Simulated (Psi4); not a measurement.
# C2F3N (cyanotrifluoromethane) at B3LYP/6-31G(d) (Cartesian functions)

Aim: the energy change on altering one bond length of C2F3N (cyanotrifluoromethane) at B3LYP/6-31G* (Cartesian functions), from 2 runs. 

The results are computed with Psi4 1.11.

5 further runs of the same task are left out: 4 that didn't finish, 1 set aside as unsound or not needed.

### 1 The molecule

The species is C2F3N (6 atoms), meant as a singlet with charge 0. As SMILES, `N#CC(F)(F)F`. The coordinates come from a PBE0-D4/def2-TZVP relaxation.

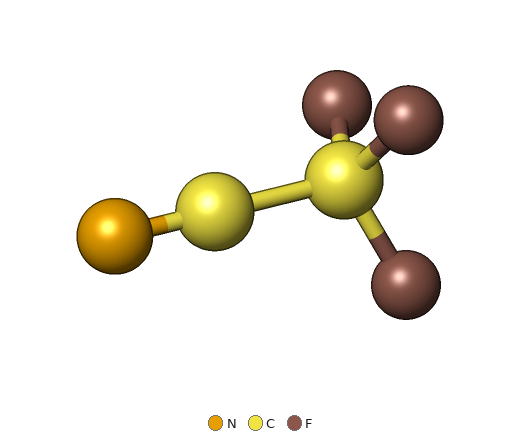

The structure, seen from a chosen angle (nitrogen amber, carbon yellow, fluorine brown).

### 2 Energy and forces at B3LYP/6-31G(d) (Cartesian functions)

File run.py:

```python
import numpy as np
from ase.calculators.psi4 import Psi4
from ase import Atoms

atoms = Atoms(['N', 'C', 'C', 'F', 'F', 'F'], positions=[
    [1.022100, -1.705100, 0.893500],
    [0.486200, -0.810600, 0.417800],
    [-0.206400, 0.345600, -0.197200],
    [-1.316000, -0.055800, -0.802300],
    [0.581500, 0.927000, -1.091500],
    [-0.525200, 1.234800, 0.733600],
])
calc = Psi4(atoms=atoms, method='b3lyp', basis='6-31G*', memory='1600MB', num_threads=1, charge=0, multiplicity=1, label='c2f3n')
calc.psi4.set_options({'puream': False, 'e_convergence': 1e-09, 'd_convergence': 1e-08, 'scf_type': 'pk', 'dft_radial_points': 99, 'dft_spherical_points': 590})
atoms.calc = calc

forces = atoms.get_forces()
print(f'energy: {atoms.get_potential_energy():.6f} eV')
print('forces / eV A^-1')
print(np.round(forces, 5))
```

Started as:

```
python run.py
```

c2f3n.dat:

```text
[...]
  Running in c1 symmetry.
[...]
  Nuclear repulsion =  232.270648827243065
[...]
  Multiplicity = 1
[...]
  Nalpha       = 23
  Nbeta        = 23
[...]
    Number of basis functions: 90
[...]
   @RKS iter   1:  -430.25409910371843   -2.28797e-01   7.73335e-03 ADIIS/DIIS
[...]
   @RKS iter  12:  -430.44578208951941   -4.54747e-13   1.58295e-09 DIIS
[...]
    Orbital Energies [Eh]
    ---------------------
    Doubly Occupied:
       1A    -24.769704     2A    -24.769701     3A    -24.769682
       4A    -14.387542     5A    -10.500949     6A    -10.270271
       7A     -1.360632     8A     -1.267386     9A     -1.267363
      10A     -0.955327    11A     -0.786265    12A     -0.670820
      13A     -0.633577    14A     -0.633570    15A     -0.501702
      16A     -0.501695    17A     -0.467697    18A     -0.467688
      19A     -0.463521    20A     -0.440731    21A     -0.400738
      22A     -0.385149    23A     -0.385147
[...]
  @RKS Final Energy:  -430.44578208951941
   => Energetics <=
    Nuclear Repulsion Energy =            232.2706488272430647
    One-Electron Energy =               -1054.8372417049724845
    Two-Electron Energy =                 431.8071271539092209
    DFT Exchange-Correlation Energy =     -39.6863163656992484
    Empirical Dispersion Energy =           0.0000000000000000
    VV10 Nonlocal Energy =                  0.0000000000000000
    Total Energy =                       -430.4457820895194118
[...]
 Multipole Moments:
 ------------------------------------------------------------------------------------
     Multipole            Electronic (a.u.)      Nuclear  (a.u.)        Total (a.u.)
 ------------------------------------------------------------------------------------
 L = 1.  Multiply by 2.5417464519 to convert [e a0] to [Debye]
 Dipole X            :         -1.2701404            0.9986296           -0.2715108
 Dipole Y            :          2.1201565           -1.6670183            0.4531383
 Dipole Z            :         -1.1277438            0.8866248           -0.2411190
 Magnitude           :                                                    0.5806813
[...]
  -Total Gradient:
     Atom            X                  Y                   Z
    ------   -----------------  -----------------  -----------------
       1       -0.013605911196     0.022713340496    -0.012081726651
       2        0.011993538366    -0.020024841379     0.010657085611
       3       -0.003140865359     0.005218610778    -0.002823280802
       4        0.010480082425     0.004869551474     0.005542999300
       5       -0.008335573026    -0.004880689595     0.008380793123
       6        0.002602788008    -0.007913258439    -0.009668332132
[...]
```

Standard output:

```text
energy: -11713.026339 eV
forces / eV A^-1
[[ 0.69964 -1.16797  0.62127]
 [-0.61673  1.02972 -0.54801]
 [ 0.16151 -0.26835  0.14518]
 [-0.53891 -0.2504  -0.28503]
 [ 0.42863  0.25098 -0.43096]
 [-0.13384  0.40692  0.49717]]
```

It took 51 s on 1 thread of Intel Xeon at 2.50GHz (Skylake/Cascade Lake), shared host; peak memory 0.73 GiB.

### 3 The distorted shape at the same level

File c2f3n.json:

```json
{
 "schema_name": "qcschema_input",
 "schema_version": 1,
 "molecule": {
  "schema_name": "qcschema_molecule",
  "schema_version": 2,
  "symbols": ["N", "C", "C", "F", "F", "F"],
  "geometry": [0.74036824, -4.10111387, 3.04044461, -0.27233599, -2.41075385, 2.1415019, -1.5811603, -0.22585251, 0.97932033, -3.67800041, -0.98438857, -0.16415295, 1.09887574, 1.75177612, -2.06263607, -2.18360499, 1.45449196, 2.73827741],
  "molecular_charge": 0,
  "molecular_multiplicity": 1,
  "fix_symmetry": "c1",
  "fix_com": true,
  "fix_orientation": true
 },
 "driver": "gradient",
 "model": {
  "method": "b3lyp",
  "basis": "6-31G*"
 },
 "keywords": {
  "puream": false,
  "e_convergence": 1e-09,
  "d_convergence": 1e-08,
  "scf_type": "pk",
  "dft_radial_points": 99,
  "dft_spherical_points": 590,
  "scf_properties": ["MULLIKEN_CHARGES", "MAYER_INDICES", "WIBERG_LOWDIN_INDICES"]
 }
}
```

Started as:

```
psi4 --qcschema c2f3n.json -n 1 --memory 1600MB
```

stdout:

```text
[...]
  Running in c1 symmetry.
[...]
  Nuclear repulsion =  205.327189547479264
[...]
  Multiplicity = 1
[...]
  Nalpha       = 23
  Nbeta        = 23
[...]
    Number of basis functions: 90
[...]
   @RKS iter   1:  -429.88251119323013   -3.98476e-01   9.94824e-03 DIIS/ADIIS
[...]
   @RKS iter  16:  -430.27855757367519   -2.21689e-12   5.64239e-09 DIIS
[...]
  @RKS Final Energy:  -430.27855757367519
   => Energetics <=
    Nuclear Repulsion Energy =            205.3271895474792643
    One-Electron Energy =               -1001.0758674265348418
    Two-Electron Energy =                 404.9705983201635036
    DFT Exchange-Correlation Energy =     -39.5004780147831340
    Empirical Dispersion Energy =           0.0000000000000000
    VV10 Nonlocal Energy =                  0.0000000000000000
    Total Energy =                       -430.2785575736751866
[...]
 Multipole Moments:
 ------------------------------------------------------------------------------------
     Multipole            Electronic (a.u.)      Nuclear  (a.u.)        Total (a.u.)
 ------------------------------------------------------------------------------------
 L = 1.  Multiply by 2.5417464519 to convert [e a0] to [Debye]
 Dipole X            :         47.8292370          -48.8029670           -0.9737300
 Dipole Y            :         24.3162962          -24.5305197           -0.2142234
 Dipole Z            :        -43.9301575           44.6114412            0.6812837
 Magnitude           :                                                    1.2075550
[...]
  Mulliken Charges: (a.u.)
   Center  Symbol    Alpha    Beta     Spin     Total
       1     N     3.69533  3.69533  0.00000 -0.39066
       2     C     2.82643  2.82643  0.00000  0.34713
       3     C     2.66297  2.66297  0.00000  0.67405
       4     F     4.58060  4.58060  0.00000 -0.16121
       5     F     4.65402  4.65402  0.00000 -0.30805
       6     F     4.58064  4.58064  0.00000 -0.16127
   Total alpha = 23.00000, Total beta = 23.00000, Total charge = -0.00000
  Mayer Bond Indices:
[...]
  -Total Gradient:
     Atom            X                  Y                   Z
    ------   -----------------  -----------------  -----------------
       1       -0.015947732320     0.028288438467    -0.015560636923
       2        0.007894551052    -0.049937926292     0.037904219523
       3        0.011174772847     0.007753898227    -0.012329545461
       4       -0.025221338606    -0.014193169950     0.010937195775
       5        0.040030961242     0.030337960980    -0.046108992727
       6       -0.017930148710    -0.002244935877     0.025153638442
[...]
```

The result, in JSON:

```text
{
 "driver": "gradient",
 "model": {
  "method": "b3lyp",
  "basis": "6-31G*"
 },
 "success": true,
 "return_result": [-0.01594773231953589, 0.02828843846661755, -0.015560636922539561, 0.007894551052269078, -0.04993792629247379, 0.03790421952315576, 0.011174772846848202, 0.007753898226823007, -0.012329545461460173, -0.025221338605777965, -0.014193169950017681, 0.010937195775146236, 0.04003096124189105, 0.03033796097963501, -0.04610899272684275, -0.017930148709823318, -0.0022449358772724803, 0.025153638441570453],
 "properties": {
  "calcinfo_nbasis": 90,
  "calcinfo_nmo": 90,
  "calcinfo_nalpha": 23,
  "calcinfo_nbeta": 23,
  "calcinfo_natom": 6,
  "nuclear_repulsion_energy": 205.32718954747926,
  "return_energy": -430.2785575736752,
  "return_gradient": [-0.01594773231953589, 0.02828843846661755, -0.015560636922539561, 0.007894551052269078, -0.04993792629247379, 0.03790421952315576, 0.011174772846848202, 0.007753898226823007, -0.012329545461460173, -0.025221338605777965, -0.014193169950017681, 0.010937195775146236, 0.04003096124189105, 0.03033796097963501, -0.04610899272684275, -0.017930148709823318, -0.0022449358772724803, 0.025153638441570453],
  "scf_one_electron_energy": -1001.0758674265348,
  "scf_two_electron_energy": 404.9705983201635,
  "scf_xc_energy": -39.500478014783134,
  "scf_dipole_moment": [-0.9737299597214104, -0.2142234321944656, 0.6812836587381099],
  "scf_total_energy": -430.2785575736752,
  "scf_total_gradient": [-0.01594773231953589, 0.02828843846661755, -0.015560636922539561, 0.007894551052269078, -0.04993792629247379, 0.03790421952315576, 0.011174772846848202, 0.007753898226823007, -0.012329545461460173, -0.025221338605777965, -0.014193169950017681, 0.010937195775146236, 0.04003096124189105, 0.03033796097963501, -0.04610899272684275, -0.017930148709823318, -0.0022449358772724803, 0.025153638441570453],
  "scf_iterations": 16
 }
}
```

Wall time 51 s (1 thread of Intel Xeon at 2.50GHz (Skylake/Cascade Lake), shared host); peak memory 0.69 GiB.

### 4 What came out

At B3LYP/6-31G* (Cartesian functions):

| quantity | value |
| --- | --- |
| first shape: total energy | -430.44578 Eh |
| first shape: dipole moment | 1.48 D |
| first shape: HOMO energy | -10.48 eV |
| first shape: LUMO energy | -0.60 eV |
| first shape: HOMO–LUMO gap | 9.88 eV |
| first shape: largest force on an atom | 1.497 eV/Å |
| distorted shape: total energy | -430.27856 Eh |
| distorted shape: dipole moment | 3.07 D |
| distorted shape: HOMO energy | -8.91 eV |
| distorted shape: LUMO energy | -5.62 eV |
| distorted shape: HOMO–LUMO gap | 3.29 eV |
| distorted shape: largest force on an atom | 3.506 eV/Å |
| energy change with the C3–F5 bond stretched from 1.326 to 2.387 Å | 4.550 eV |

In words: One bond (distorted shape) is far stretched, which a spin-restricted single reference describes badly; a broken-symmetry solution may lie lower. With the C3–F5 bond stretched from 1.326 to 2.387 Å the energy rises by 4.55 eV (105 kcal/mol). The first shape isn't relaxed at this level, so the change isn't measured from a minimum. A restricted reference can't describe the breaking bond well at this length. The largest force (first shape) is 1.50 eV/Å: the shape isn't a stationary point for this species at this level. Mulliken charges (distorted shape) run from -0.39 on N1 to +0.67 on C3; they depend strongly on the basis.
